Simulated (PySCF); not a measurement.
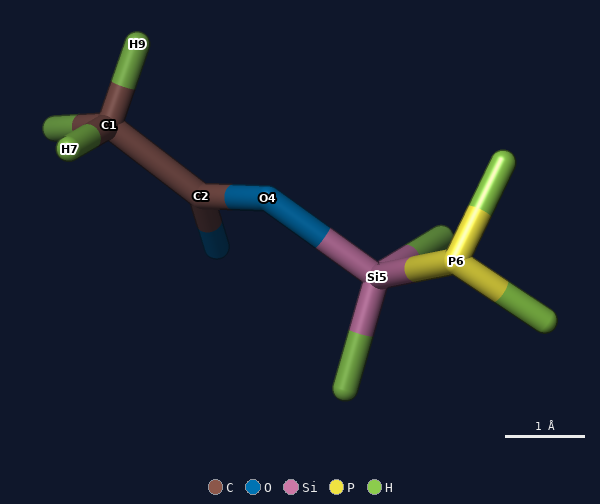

The structure as given in the input (stick view, seen at a tilt; atoms are numbered from 1 in the order of the input). Bond lengths as drawn: C–C 1.50 Å, C–H 1.10 Å, C–O 1.21 to 1.34 Å, H–P 1.43 Å, H–Si 1.49 Å, O–Si 1.72 Å and P–Si 2.25 Å.

**NMR shielding calculation, with input and output: C$_{2}$H$_{7}$O$_{2}$PSi**

C$_{2}$H$_{7}$O$_{2}$PSi, SMILES CC(=O)O[SiH2]P, computed with GIAO OPBE/pcSseg-1 NMR shielding, non-relativistic, gas phase (PySCF 2.14.0).

The geometry comes from this level: PBE0-D3(BJ)/def2-SVP. Figures and captions count atoms from 1; the log counts them from 0 in places.

### Input file
```
{"job": {"kind": "nmr", "xc": "OPBE", "basis": "pcSseg-1", "pop": false}, "charge": 0, "multiplicity": 1}
C      2.505742     0.498339    -0.098245
C      1.301786    -0.372502     0.080018
O      1.317948    -1.548929     0.343344
O      0.148472     0.293061    -0.080314
Si    -1.296454    -0.620736     0.116496
P     -2.889466     0.896657    -0.373979
H      2.468485     0.985533    -1.083228
H      3.418715    -0.098852     0.000397
H      2.493048     1.297867     0.657300
H     -1.361577    -1.145496     1.507312
H     -1.358468    -1.715958    -0.888354
H     -2.848557     1.501335     0.920486
H     -3.933452    -0.012212    -0.010705
```

The first line tells a small driver script what to run in PySCF; the rest is the geometry in Å.

Launch command:
```bash
OMP_NUM_THREADS=1 python <driver script> task.json out
```

### The program's output
```
coarse grid: 11936 points
cycle   1  E = -861.2978580921  dE =  5.981e-01  |g| = 9.593e-01  |ddm| = 3.244e+00
cycle   2  E = -860.5305418086  dE =  7.673e-01  |g| = 2.117e+00  |ddm| = 2.472e+00
cycle   3  E = -861.4207091737  dE = -8.902e-01  |g| = 5.097e-01  |ddm| = 2.068e+00
cycle   4  E = -861.4711462180  dE = -5.044e-02  |g| = 1.409e-01  |ddm| = 4.310e-01
cycle   5  E = -861.4741127861  dE = -2.967e-03  |g| = 5.871e-02  |ddm| = 1.311e-01
cycle   6  E = -861.4748965464  dE = -7.838e-04  |g| = 1.043e-02  |ddm| = 5.247e-02
cycle   7  E = -861.4749239486  dE = -2.740e-05  |g| = 2.592e-03  |ddm| = 1.263e-02
cycle   8  E = -861.4749257774  dE = -1.829e-06  |g| = 7.402e-04  |ddm| = 4.024e-03
final grid: 106288 points
cycle   9  E = -861.5408623064  dE = -3.179e-05  |g| = 3.169e-02  |ddm| = 6.026e-02
cycle  10  E = -861.5402550605  dE =  6.072e-04  |g| = 6.497e-02  |ddm| = 6.520e-02
cycle  11  E = -861.5410204518  dE = -7.654e-04  |g| = 1.020e-02  |ddm| = 4.485e-02
cycle  12  E = -861.5410393696  dE = -1.892e-05  |g| = 3.175e-03  |ddm| = 8.894e-03
cycle  13  E = -861.5410411522  dE = -1.783e-06  |g| = 7.170e-04  |ddm| = 2.563e-03
cycle  14  E = -861.5410412864  dE = -1.342e-07  |g| = 8.254e-05  |ddm| = 9.986e-04
cycle  15  E = -861.5410412888  dE = -2.397e-09  |g| = 2.373e-05  |ddm| = 1.649e-04
cycle  16  E = -861.5410412890  dE = -1.692e-10  |g| = 6.095e-06  |ddm| = 3.988e-05
```

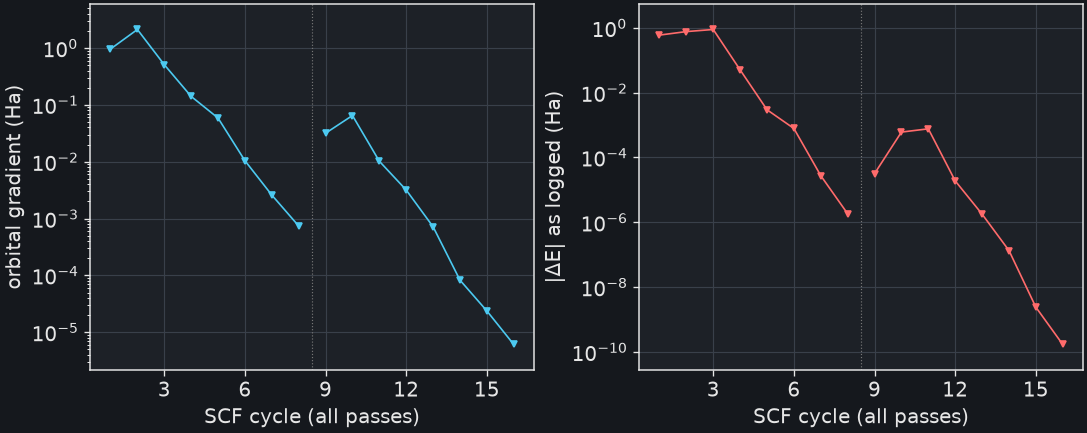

Convergence of the self-consistent field: orbital gradient and size of the energy change against the SCF cycle. The dotted line marks the change from a coarse to the final integration grid. The first 8 cycles use a coarse grid, the final grid takes over at cycle 9, and the field converges after 16 cycles in all.

```
converged SCF energy = -861.5410412890

GIAO shielding tensors (ppm)
atom      isotropic    diamagn.    paramagn.     s11        s22        s33       span
  0 C      163.795     248.046     -84.251    144.383    154.580    192.421     48.038
  1 C       18.916     251.496    -232.580    -71.756     52.271     76.233    147.989
  2 O     -119.077     402.206    -521.283   -348.871   -234.103    225.743    574.614
  3 O      119.837     402.147    -282.309    -26.776    163.184    223.105    249.880
  4 Si     365.066     881.548    -516.482    301.261    371.866    422.071    120.810
  5 P      598.943     967.905    -368.962    540.800    585.763    670.266    129.467
  6 H       28.998      28.201       0.797     25.271     28.421     33.302      8.030
  7 H       29.471      26.841       2.630     25.409     27.887     35.119      9.710
  8 H       29.019      28.162       0.857     25.459     28.260     33.340      7.881
  9 H       25.457      30.105      -4.648     21.367     25.052     29.953      8.587
 10 H       25.850      29.689      -3.839     22.178     25.085     30.289      8.111
 11 H       29.313      29.580      -0.267     24.553     26.644     36.741     12.188
 12 H       29.827      28.243       1.584     25.250     26.425     37.807     12.557
```

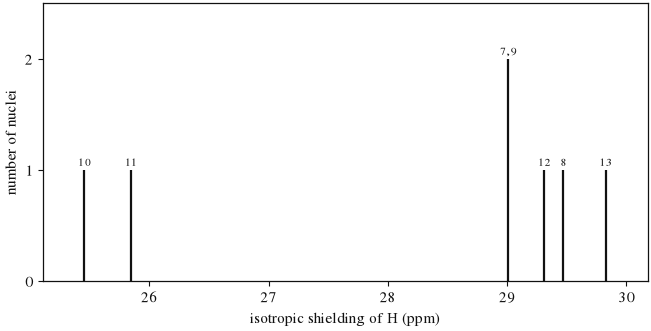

Isotropic shieldings of the hydrogen nuclei in this fixed geometry, labelled by atom number; shielding grows to the right, so chemical shift grows to the left. The least shielded is H10 (25.5 ppm), the most shielded H13 (29.8 ppm).

### Results in brief

- outcome: converged
- total energy: −861.541041 hartree
- HOMO: −6.48 eV
- LUMO: −1.06 eV
- dipole moment: 1.27 D
- isotropic shielding, C: 18.9 to 163.8 ppm
- isotropic shielding, O: −119.1 to 119.8 ppm
- isotropic shielding, Si: 365.1 ppm
- isotropic shielding, P: 598.9 ppm
- isotropic shielding, H: 25.5 to 29.8 ppm
- hardware: 1 CPU thread, shared host
- wall time: 17 s
- peak memory: 0.8 GiB
